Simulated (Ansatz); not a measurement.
**Fields on a plane of CaPbF6 (space group Fm-3m)**

```xyz
8
Lattice="0.0000 4.3110 4.3110 4.3110 0.0000 4.3110 4.3110 4.3110 0.0000" Properties=species:S:1:pos:R:3 pbc="T T T"
Ca     4.3110     4.3110     4.3110
Pb     0.0000     0.0000     0.0000
F      4.3110     4.3110     6.5552
F      4.3110     4.3110     2.0669
F      6.5552     4.3110     4.3110
F      2.0669     4.3110     4.3110
F      4.3110     6.5552     4.3110
F      4.3110     2.0669     4.3110
```

The slice is a {100} plane (indices of the conventional cell) through the point (0.000, 0.000, 0.000) (fractional), spanned by u = [100] and v = [0 1 -1] in vectors of this cell: u (6.10 Å) and v (6.10 Å, at 90° to u). It covers one period; positions are fractions (u, v).

Atoms on it: Ca at (0.50, 0.50); Pb at (0.00, 0.00); F at (0.76, 0.76); F at (0.24, 0.24); F at (0.76, 0.24); F at (0.24, 0.76).

Calculation: r2SCAN (plane waves to 500 eV, PAW, scalar-relativistic; Ansatz, a quantum-chemistry and plane-wave program). k mesh 7×7×7. Inside the PAW spheres the values are not all-electron values, and peaks at nuclei hang on which shells count as valence. CaPbF6 was relaxed with its symmetry unable to fall. Spin-orbit coupling is left out, though Pb is heavy.

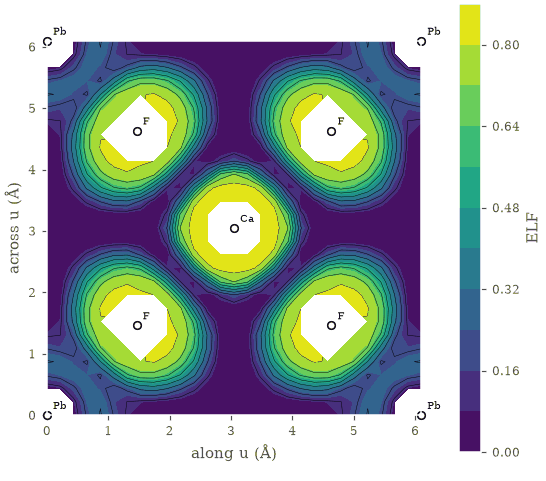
Figure: Electron localisation function (ELF), one period of the plane, atoms marked. Points within 0.4 Å of a nucleus are left white, as the pseudised field means little there.

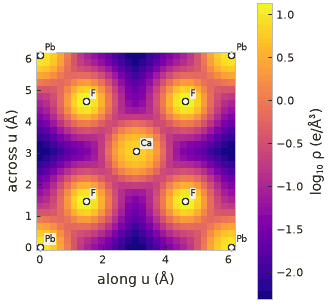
Fig. 1. Log₁₀ of the valence density in e/Å³, one period of the plane, atoms marked. The scale is logarithmic, as a density can span decades between atoms and voids.

- Density on the Pb–F line (2.07 Å) at its density minimum, 1.1 Å from Pb = 0.68 e/Å³
- ELF at that point = 0.2
